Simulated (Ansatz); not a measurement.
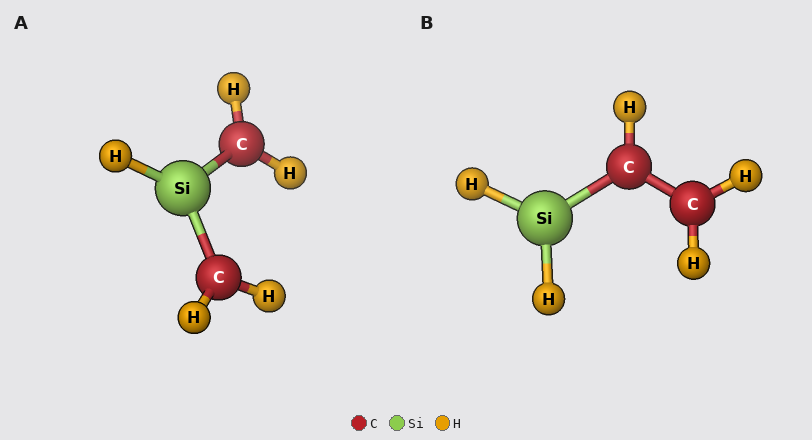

2 stationary structures of one formula. State: charge +1, singlet. Geometries: PBE0-D4/def2-TZVP. Electronic energies: RHF-CCSD(T) (frozen core)/def2-TZVPP (Ansatz 0.2.0), without zero-point energy. No frequency run is at hand to confirm each as a minimum. Each is one conformer, not always the lowest.

### Rank them by energy, lowest first.

B is lowest (Cs); A lies 34.0 kcal/mol above it (C2v).

Give E(B) − E(A) in kcal/mol at these levels too: RHF-CCSD(T) (frozen core)/def2-TZVPP; PBE0-D4/def2-TZVP; r2SCAN-D4/def2-TZVPP; ωB97M-V/def2-TZVPP; PBE0-D4/def2-TZVPP; B3LYP-D4/def2-TZVPP; PBE-D4/def2-TZVPP.

```tsv
level	E(B) − E(A) (kcal/mol)
RHF-CCSD(T) (frozen core)/def2-TZVPP	−34.0
PBE0-D4/def2-TZVP	−39.6
r2SCAN-D4/def2-TZVPP	−35.0
ωB97M-V/def2-TZVPP	−43.5
PBE0-D4/def2-TZVPP	−39.4
B3LYP-D4/def2-TZVPP	−37.3
PBE-D4/def2-TZVPP	−33.6
```
